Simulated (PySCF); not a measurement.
```yaml
atoms:
  - { symbol: La, position_ang: [0.0000, 0.0000, 0.0000] }
  - { symbol: Cl, position_ang: [1.5415, 1.5415, 1.5415] }
  - { symbol: Cl, position_ang: [-1.5415, -1.5415, 1.5415] }
  - { symbol: Cl, position_ang: [1.5415, -1.5415, -1.5415] }
  - { symbol: Cl, position_ang: [-1.5415, 1.5415, -1.5415] }
```

Core potentials replace the inner electrons of La.

Computed with PySCF 2.14.0, RKS PBE0, La lcecp-1-SVP with ECP46, Cl def2-SVP; non-relativistic Hamiltonian with scalar-relativistic core potentials where named; density fitting.

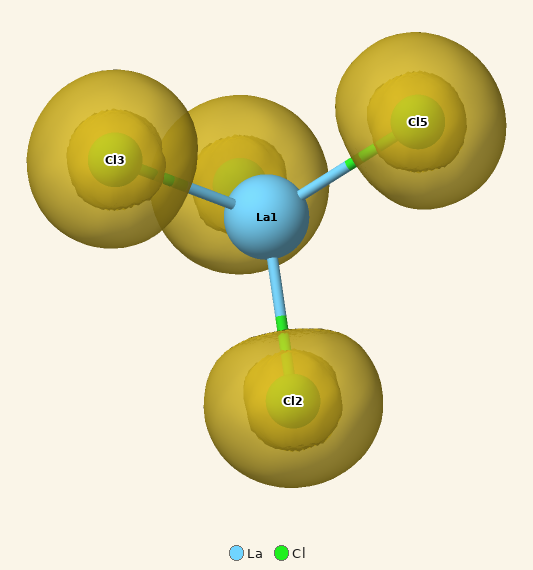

Cl4La (charge −1). Isosurface of the ELF at 0.75 (yellow), seen from one side. Only the valence region is drawn (cores and ρ < 0.01 e/Å³ removed).

Question: Where are the electrons localised?

Answer: At this value the surface marks out four regions wrapped around Cl (the valence shell of each). Along the contacts the grid gives the following. La–Cl (2.67 Å): the ELF peaks at about 0.85 in the valence shell of Cl, 0.8 Å from its nucleus, and drops to about 0.20 between the two atoms; a largely ionic contact.
